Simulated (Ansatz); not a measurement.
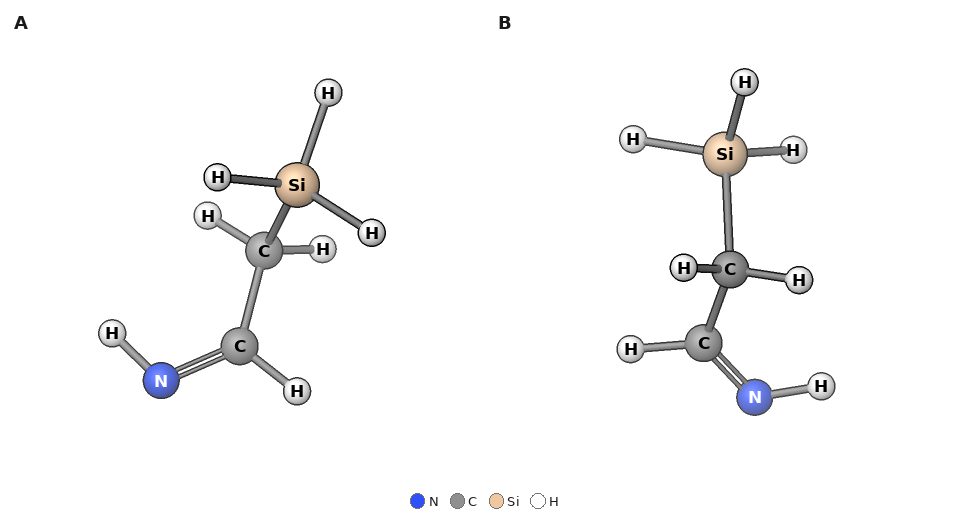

Distant atoms are faded towards the background colour. Computed geometry: PBE0-D4/def2-TZVP optimisation.

Are A and B the same structure? If not, how do they differ?

Yes. They are the same structure, C2H7NSi ([H]/N=C\C[SiH3]), seen from two directions: a rotation takes one into the other. The geometry is chiral (C1), so its mirror image would differ.
